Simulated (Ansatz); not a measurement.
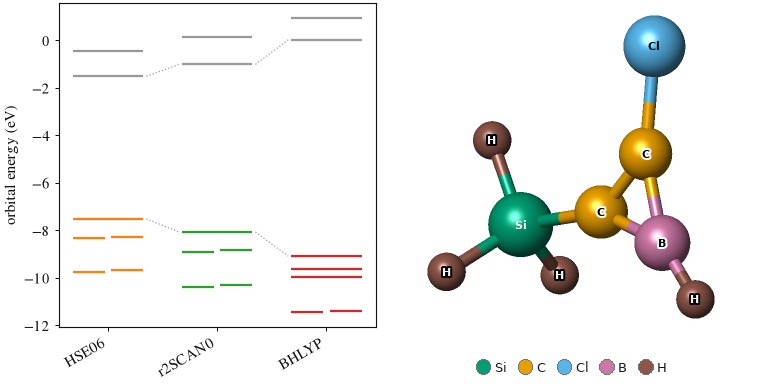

Frontier orbital energies of C₂H₄BClSi, SMILES [SiH3]C1=C(Cl)B1 at one geometry, def2-TZVPP, the Ansatz code, at a PBE0-D4/def2-TZVP geometry (a minimum by its frequencies). Empty levels are grey, levels within 0.1 eV stand side by side; all columns show the same few orbitals around the gap. Dotted lines join the HOMOs and the LUMOs.

Question: How do the frontier levels move from column to column?

Answer: The separation grows from 6.00 eV (HSE06) to 9.11 eV (BHLYP).

| level | HOMO (eV) | LUMO (eV) | separation (eV) |
| --- | --- | --- | --- |
| HSE06 | −7.51 | −1.51 | 6.00 |
| r2SCAN0 | −8.07 | −1.01 | 7.06 |
| BHLYP | −9.09 | 0.03 | 9.11 |

Caveats, for all or some of the runs: empty levels above zero depend strongly on the basis.
